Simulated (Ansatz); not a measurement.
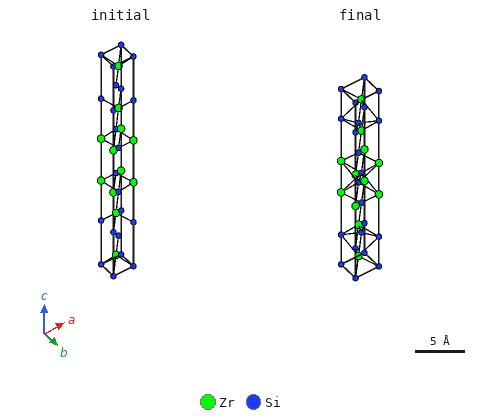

The structure of crystalline Zr₂Si₃ (built on the tetradymite_166 type) (coarse preliminary run) before (left) and after (right) a relaxation, at one scale.

The picture is a ball-and-stick view of the conventional cell (3 times the calculation's cell), seen from a free direction. Lengths and directions refer to the drawn axes.

Case: tetradymite type (R-3m, No. 166).

These are results of DFT PBE, scalar-relativistic, plane waves, PAW (Ansatz 0.2.0), not measurements.

The input:
```yaml
crystal:
  lattice:
    - [1.6954360974, 0.9788604872, 7.8592063307]
    - [-1.6954360974, 0.9788604872, 7.8592063307]
    - [0.0, -1.9577209744, 7.8592063307]
  atoms:
    - { symbol: Zr, position: [0.4, 0.4, 0.4] }
    - { symbol: Zr, position: [0.6, 0.6, 0.6] }
    - { symbol: Si, position: [0.0, 0.0, 0.0] }
    - { symbol: Si, position: [0.2095, 0.2095, 0.2095] }
    - { symbol: Si, position: [0.7905, 0.7905, 0.7905] }
basis:
  ecutwfc: 420
kpoints:
  mp_grid: { grid: [6, 6, 6] }
hamiltonian:
  xc: pbe
scf:
  occupations: { method: gaussian, width: 0.1 }
  lower_state_search: "off"
output:
  forces: true
  stress: true
  eigenvalues: true
relax:
  adjacent_minimum: "off"
  f_tol: 0.04
  max_steps: 70
  cell: { stress_tol: 0.4 }
```

Launched with:
```bash
ansatz run input.yaml --threads 1 --pin off --max-ram 2560MiB --backend cpu --events-out ev --progress --plain --runs-dir out
```

> Describe what moved and what it gained.

The largest moves relative to the cell, 0.79 Å, are those of Si4 and Si5. Si4 goes along −c. Largest moves by element: Si 0.79 Å, Zr 0.21 Å. Cell: a = b 3.391 → 3.962 Å (+16.8 %), c 23.578 → 19.729 Å (−16.3 %). Volume +14.2 %. Near-neighbour distances that change, for instance: Zr1–Si4 3.895 → 2.922 Å, Zr1–Zr1 3.391 → 3.962 Å, Si4–Si5 2.813 → 2.290 Å, Zr1–Si5 2.377 → 2.852 Å. New bonds form: Si4–Si5 (2.81 → 2.29 Å), Zr1–Si4 (3.90 → 2.92 Å), Zr2–Si5 (3.90 → 2.92 Å). Bond angles that change, for instance: Zr1–Si3–Zr2 95.0° → 87.9°, Si3–Zr2–Si3 85.0° → 92.1°, Zr1–Si3–Zr1 85.0° → 92.1°. The space group stays R-3m (No. 166). Over 10 accepted moves (12 points after the start) the energy falls by 1141 meV per atom. The largest force component goes from 5.8 to 0.0069 eV/Å. Pressure: 42.47 GPa at the start and 0.01 GPa at the end. The SCF was repeated twice at an unchanged geometry on a basis and grid sized afresh for the cell, which shifted the energy by 4.9 meV per atom at most. Cost: 51 s on 1 thread of Arm Neoverse V1 (shared host), peak memory 0.38 GiB.
